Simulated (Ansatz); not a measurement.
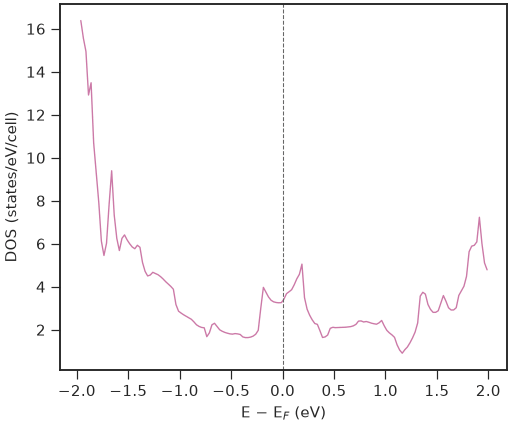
Fig. 1. Density of states of NbSi2 (P6_422) near the Fermi level, PBEsol, rigid bands in Ansatz (a quantum-chemistry and plane-wave program).

### Question
With 9 atoms a cell, what bare Sommerfeld coefficient γ = (π²/3) k_B² N(E_F) follows?

### Answer
N(E_F) ≈ 3.4 states/eV a cell at 300 K, so γ ≈ 0.90 mJ/(mol of atoms·K²), before many-body enhancement (phonons, spin fluctuations, correlation).

### Question
How far does the Fermi level move in a rigid band for 0.1 electron a cell added or removed?

### Answer
29 meV and -30 meV.

A metal at this level (no band gap); rigid bands, thermally averaged at 300 K, both spins. Spin-orbit coupling is left out. Geometry: cell and atoms relaxed with PBEsol.
